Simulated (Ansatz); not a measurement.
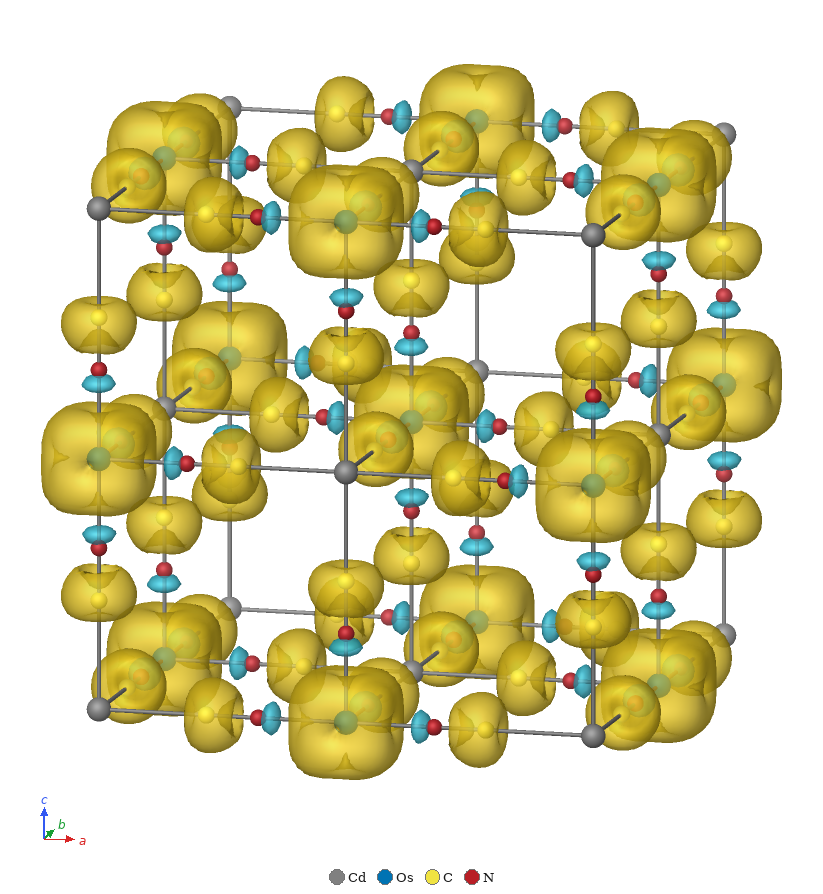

*CdOsC6N6. Isosurfaces of the spin density (up minus down) at +0.02 (yellow) and −0.02 e/Å³ (cyan), seen slightly off an axis. Sticks mark near contacts.*

Space group Fm-3m; a structure generated by program, which may or may not match a known phase; spin-polarised.

Method: DFT PBE, scalar-relativistic, plane waves, PAW in Ansatz.

Core electrons are frozen (PAW), and the valence fields are smoothed inside the atomic spheres.

Describe the spin distribution.

The spin density sits on Os: +0.8 μB (×4) in one cell of 56 atoms: parallel main moments, as they must be, since the calculation's own cell holds one magnetic site. The cell of the calculation (14 atoms) carries 2.0 μB of net spin moment.
